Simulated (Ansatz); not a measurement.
## Nudged elastic band of CH$_{5}$NO$_{2}$Si

The run: nudged elastic band of CH$_{5}$NO$_{2}$Si, SMILES NC1O[SiH2]O1. Method and program: RKS PBE0-D4/6-31G* (Ansatz 0.2.0).

It belongs to a series of runs on one base structure; here: band between the two ends. Figures and captions count atoms from 1; the log counts them from 0 in places.

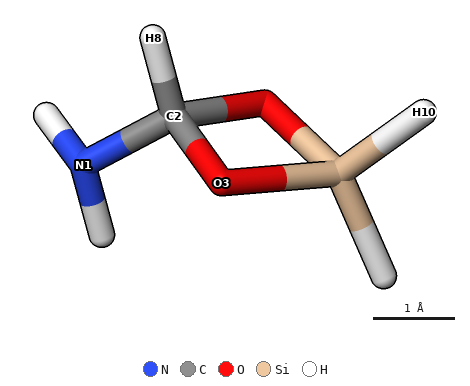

The input geometry (stick view, seen at a tilt; atoms are numbered from 1 in the order of the input). Bond lengths as drawn: C–H 1.10 Å, C–N 1.40 Å, C–O 1.43 to 1.47 Å, H–N 1.01 to 1.02 Å, H–Si 1.49 Å and O–Si 1.67 to 1.68 Å.

### Key numbers

| quantity | value |
| --- | --- |
| outcome | converged |
| barrier, forward | 0.103 eV |
| barrier, backward | 0.103 eV |
| hardware | 1 thread of Arm Neoverse V1, 24 GiB of memory available, shared host |
| wall time | 1.9 min |
| peak memory | 0.18 GiB |

### Notes

The order of the saddle point was not checked.

### The input
```yaml
crystal:
  periodic: [false, false, false]
  atoms:
    - { symbol: "N", position_ang: [-0.699868, 0.941612, 1.297682] }
    - { symbol: C, position_ang: [0.313569, 0.497874, 0.436454] }
    - { symbol: O, position_ang: [0.567883, -0.894768, 0.610915] }
    - { symbol: Si, position_ang: [0.336601, -1.111396, -1.041303] }
    - { symbol: O, position_ang: [-0.010333, 0.524616, -0.992224] }
    - { symbol: H, position_ang: [-0.843219, 1.941785, 1.208727] }
    - { symbol: H, position_ang: [-1.573436, 0.459, 1.108397] }
    - { symbol: H, position_ang: [1.218112, 1.095261, 0.595489] }
    - { symbol: H, position_ang: [-0.782661, -2.015387, -1.419545] }
    - { symbol: H, position_ang: [1.556452, -1.489796, -1.801493] }
basis:
  gaussian: { orbitals: "6-31G*" }
hamiltonian:
  xc: pbe0
  dispersion: d4
neb:
  order_check: false
  images: 4
  f_tol: 0.03
  max_iterations: 60
  initial_path: idpp
  climbing: false
  final_atoms:
    - { symbol: "N", position_ang: [-0.81372197, 1.21328706, 0.96033611] }
    - { symbol: C, position_ang: [0.26138056, 0.62072968, 0.28331501] }
    - { symbol: O, position_ang: [0.53494983, -0.77749398, 0.62641653] }
    - { symbol: Si, position_ang: [0.35258471, -1.14915521, -0.99467796] }
    - { symbol: O, position_ang: [-0.01329971, 0.48880256, -1.109945] }
    - { symbol: H, position_ang: [-0.59533495, 1.35381937, 1.94078561] }
    - { symbol: H, position_ang: [-1.65100691, 0.64379712, 0.88024812] }
    - { symbol: H, position_ang: [1.17258855, 1.20245392, 0.46053644] }
    - { symbol: H, position_ang: [-0.75524507, -2.07971523, -1.34075032] }
    - { symbol: H, position_ang: [1.59020495, -1.56772431, -1.70316553] }
```

Launched with:
```bash
ansatz run input.yaml --threads 1 --pin off --max-ram 2048MiB --backend cpu --events-out ev --progress --plain --runs-dir out
```

### Output
```
Engine: ansatz 0.2.0, aarch64-unknown-linux-gnu
Functional definition: PBE0
  parameter a = 0.25
  parameter kappa = 0.804
  parameter beta = 0.06672455060314922
  exchange = (1 - a)*pbe_x(kappa = kappa, mu = beta*pi^2/3) + a*exact_x
  correlation = pbe_c(beta = beta)
945 factors; integrals over basis functions are off by at most 4.5e-4 eV
mean field evaluation 1: about -14563.1053 eV, gradient 6.2e1 eV
mean field evaluation 2: about -14556.4874 eV, gradient 8.6e1 eV
mean field evaluation 4: about -14569.9169 eV, gradient 3.0e0 eV
mean field evaluation 8: about -14569.9590 eV, gradient 1.1e-1 eV
mean field evaluation 16: about -14569.9591 eV, gradient 2.7e-5 eV
mean field -14569.95905442 eV, -535.4361193771 hartree, gradient 2.7e-5 eV, S^2 0.000000; 0 other end points of the search recorded, 0 dependent functions left out
the calculation of the forces begins
reference -14569.95907866 eV, -535.4361202678 hartree; 24, 24 occupied and 65, 65 virtual orbitals, 945 factors
945 factors; integrals over basis functions are off by at most 4.4e-4 eV
mean field evaluation 32: about -14569.9591 eV, gradient 2.7e-5 eV
mean field -14569.95905785 eV, -535.4361195030 hartree, gradient 2.7e-5 eV, S^2 0.000000; 0 other end points of the search recorded, 0 dependent functions left out
[... from here on the field's lines of each further geometry are left out, up to the last ...]
NEB iter   1: max|band force component| = 1.039e0 eV/Å  barrier→ = 0.1861 eV  barrier← = 0.1861 eV  Δτ_max = 0.0592 Å  (156 SCF iters)
NEB iter   2: max|band force component| = 2.039e-1 eV/Å  barrier→ = 0.1148 eV  barrier← = 0.1148 eV  Δτ_max = 0.0301 Å  (114 SCF iters)
NEB iter   3: max|band force component| = 9.104e-2 eV/Å  barrier→ = 0.1072 eV  barrier← = 0.1072 eV  Δτ_max = 0.0217 Å  (116 SCF iters)
NEB iter   4: max|band force component| = 8.346e-2 eV/Å  barrier→ = 0.1039 eV  barrier← = 0.1039 eV  Δτ_max = 0.0094 Å  (116 SCF iters)
the calculation of the forces begins
reference -14569.94181181 eV, -535.4354857229 hartree; 24, 24 occupied and 65, 65 virtual orbitals, 945 factors
945 factors; integrals over basis functions are off by at most 4.5e-4 eV
mean field -14569.85647760 eV, -535.4323497482 hartree, gradient 2.0e-5 eV, S^2 0.000000; 1 other end points of the search recorded, 0 dependent functions left out
the calculation of the forces begins
reference -14569.85650183 eV, -535.4323506389 hartree; 24, 24 occupied and 65, 65 virtual orbitals, 945 factors
NEB iter   5: max|band force component| = 2.823e-2 eV/Å  barrier→ = 0.1032 eV  barrier← = 0.1032 eV  Δτ_max = 0.0000 Å  (204 SCF iters)
```

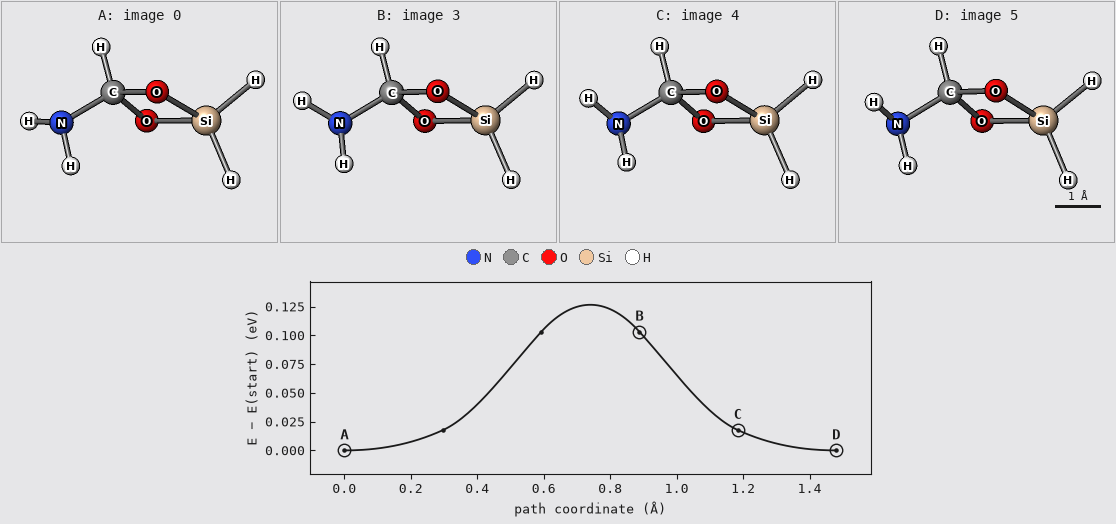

Images of the last band (counted from 0; ball-and-stick, seen at a tilt) above the energy along the path; the line is a cubic interpolation that uses the forces. The highest image is number 3, 0.103 eV above the start and 0.103 eV above the end; start and end have the same energy. The path is 1.48 Å long. The band converged in 5 iterations.

```
Total energy: -14570.02298833 eV, -535.4384689048 hartree
Atom 0 at    -0.825517     1.125718     0.984301 Å, force    -0.056052     0.141793    -0.194446 eV/Å
Atom 1 at     0.241834     0.564222     0.311074 Å, force    -0.019179     0.023673    -0.052751 eV/Å
Atom 2 at     0.534854    -0.828192     0.633451 Å, force    -0.040143     0.034346     0.019111 eV/Å
Atom 3 at     0.387132    -1.192551    -0.996637 Å, force    -0.000453    -0.012825     0.009263 eV/Å
Atom 4 at    -0.011664     0.428793    -1.107533 Å, force     0.030953    -0.005944    -0.032203 eV/Å
Atom 5 at    -0.657103     1.819562     1.689615 Å, force     0.055413    -0.125355     0.168150 eV/Å
Atom 6 at    -1.679302     0.596176     1.056599 Å, force     0.020776    -0.046220     0.063886 eV/Å
Atom 7 at     1.137787     1.170770     0.479913 Å, force    -0.006879     0.013016    -0.018284 eV/Å
Atom 8 at    -0.687952    -2.157776    -1.354216 Å, force     0.003232    -0.005088     0.007718 eV/Å
Atom 9 at     1.643029    -1.577921    -1.693468 Å, force     0.012334    -0.017396     0.029556 eV/Å
Dipole moment:    -0.084599     0.023817     0.197848 e Å
this run last wrote the band of iteration 5 to [file]
```

### The last band as extended XYZ (Å, eV, eV/Å)
```
10
Properties=species:S:1:pos:R:3:forces:R:3 image=0 energy=-14570.12618
N    -0.6999    0.9416    1.2977    0.0001  -0.0023  -0.0010
C     0.3136    0.4979    0.4365   -0.0011   0.0044   0.0014
O     0.5679   -0.8948    0.6109    0.0001  -0.0007   0.0015
Si    0.3366   -1.1114   -1.0413   -0.0001  -0.0006  -0.0029
O    -0.0103    0.5246   -0.9922   -0.0001   0.0000   0.0005
H    -0.8432    1.9418    1.2087    0.0011   0.0007  -0.0003
H    -1.5734    0.4590    1.1084   -0.0008  -0.0005   0.0003
H     1.2181    1.0953    0.5955    0.0009  -0.0006  -0.0004
H    -0.7827   -2.0154   -1.4195    0.0000  -0.0003   0.0003
H     1.5565   -1.4898   -1.8015    0.0001   0.0000   0.0005
10
Properties=species:S:1:pos:R:3:forces:R:3 image=1 energy=-14570.10861
N    -0.7245    0.9406    1.2747    0.0231  -0.0201   0.0562
C     0.2806    0.5012    0.4079    0.0029  -0.0218  -0.0003
O     0.5841   -0.8851    0.6082    0.0039  -0.0051   0.0132
Si    0.3564   -1.1449   -1.0337   -0.0139   0.0011  -0.0029
O    -0.0639    0.4778   -1.0137   -0.0031   0.0215   0.0386
H    -0.7507    1.9466    1.3749   -0.0340   0.0263  -0.1115
H    -1.6398    0.5801    1.0278    0.0235  -0.0202  -0.0033
H     1.1733    1.1213    0.5436    0.0144  -0.0167   0.0220
H    -0.7231   -2.1018   -1.3977   -0.0065   0.0119  -0.0018
H     1.5908   -1.4871   -1.7890   -0.0103   0.0232  -0.0103
10
Properties=species:S:1:pos:R:3:forces:R:3 image=2 energy=-14570.02327
N    -0.7655    0.9941    1.1602    0.0746  -0.1440   0.1875
C     0.2564    0.5323    0.3538    0.0118  -0.0454   0.0403
O     0.5742   -0.8565    0.6093    0.0381  -0.0212  -0.0118
Si    0.3784   -1.1735   -1.0220   -0.0083   0.0044  -0.0135
O    -0.0468    0.4478   -1.0708   -0.0320   0.0159   0.0430
H    -0.6966    1.9059    1.5740   -0.0591   0.1257  -0.1675
H    -1.6914    0.6228    1.0209   -0.0222   0.0482  -0.0624
H     1.1440    1.1572    0.4981    0.0056  -0.0141   0.0179
H    -0.6959   -2.1403   -1.3774   -0.0019   0.0061  -0.0072
H     1.6261   -1.5408   -1.7430   -0.0067   0.0244  -0.0262
10
Properties=species:S:1:pos:R:3:forces:R:3 image=3 energy=-14570.02296
N    -0.8255    1.1257    0.9843   -0.0561   0.1418  -0.1944
C     0.2418    0.5642    0.3111   -0.0192   0.0237  -0.0528
O     0.5349   -0.8282    0.6335   -0.0401   0.0343   0.0191
Si    0.3871   -1.1926   -0.9966   -0.0005  -0.0128   0.0093
O    -0.0117    0.4288   -1.1075    0.0310  -0.0059  -0.0322
H    -0.6571    1.8196    1.6896    0.0554  -0.1254   0.1681
H    -1.6793    0.5962    1.0566    0.0208  -0.0462   0.0639
H     1.1378    1.1708    0.4799   -0.0069   0.0130  -0.0183
H    -0.6880   -2.1578   -1.3542    0.0032  -0.0051   0.0077
H     1.6430   -1.5779   -1.6935    0.0123  -0.0174   0.0296
10
Properties=species:S:1:pos:R:3:forces:R:3 image=4 energy=-14570.10844
N    -0.8533    1.2229    0.8975   -0.0094   0.0509  -0.0385
C     0.2311    0.6095    0.2631   -0.0039  -0.0066  -0.0206
O     0.5060   -0.7725    0.6562   -0.0120   0.0409   0.0133
Si    0.3816   -1.2003   -0.9598   -0.0106  -0.0061   0.0066
O    -0.0114    0.4213   -1.1368   -0.0036   0.0110  -0.0088
H    -0.6100    1.6391    1.7866    0.0244  -0.1017   0.0592
H    -1.6506    0.6039    0.9964    0.0155  -0.0025  -0.0270
H     1.1335    1.2083    0.4272   -0.0017   0.0185  -0.0251
H    -0.6914   -2.1715   -1.3048   -0.0012   0.0003   0.0138
H     1.6477   -1.6120   -1.6224    0.0025  -0.0047   0.0272
10
Properties=species:S:1:pos:R:3:forces:R:3 image=5 energy=-14570.12618
N    -0.8211    1.2169    0.9493    0.0020   0.0017  -0.0061
C     0.2548    0.6296    0.2690    0.0035  -0.0064   0.0085
O     0.5552   -0.7578    0.6330   -0.0018   0.0032  -0.0023
Si    0.3584   -1.1610   -0.9788   -0.0015  -0.0057   0.0064
O    -0.0353    0.4686   -1.1181   -0.0025   0.0040  -0.0061
H    -0.5926    1.3783    1.9243   -0.0016  -0.0009   0.0016
H    -1.6500    0.6329    0.8901   -0.0011  -0.0011   0.0020
H     1.1587    1.2288    0.4242    0.0023   0.0045   0.0004
H    -0.7386   -2.1151   -1.2941    0.0003   0.0000  -0.0018
H     1.5935   -1.5724   -1.6958    0.0004   0.0006  -0.0026
```
